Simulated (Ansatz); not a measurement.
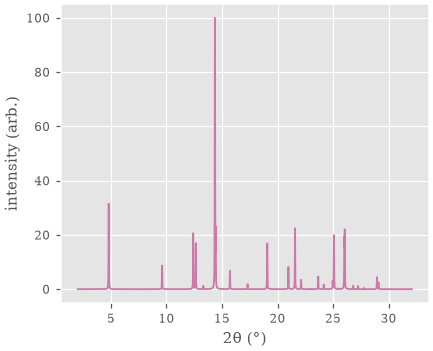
Fig. 1. Simulated powder pattern, Ag Kα, λ = 0.560885 Å

The pattern belongs to a structure relaxed with DFT-PBEsol in the program Ansatz with PAW potentials.

Q: Pick the material that matches.
A) AlC2N, R3m (Al on 3a, N on 3a, C on 3a, C on 3a)
B) Si2Mo, Fddd (Si on 16f, Mo on 8a)
C) ScAl3N4, P-6m2 (Pearson symbol hP8)
D) AlMo2C, P6_3/mmc (Al on 2d, Mo on 4f, C on 2a)

A: D, AlMo2C, P6_3/mmc (Al on 2d, Mo on 4f, C on 2a)

The start of the workflow was typed in or built on a structure type; neither database checked (COD, Materials Project) lists it. Its standing as an ambient phase is unchecked. The cell was relaxed with PBEsol under the symmetry of its start; its stability against distortions is not shown here. The run is not spin-polarised.

Potentials: the earlier of the program's two PAW sets. The files were generated under PBE; for other functionals the program regenerates the frozen cores, and for LDA and PBEsol the local potential too.
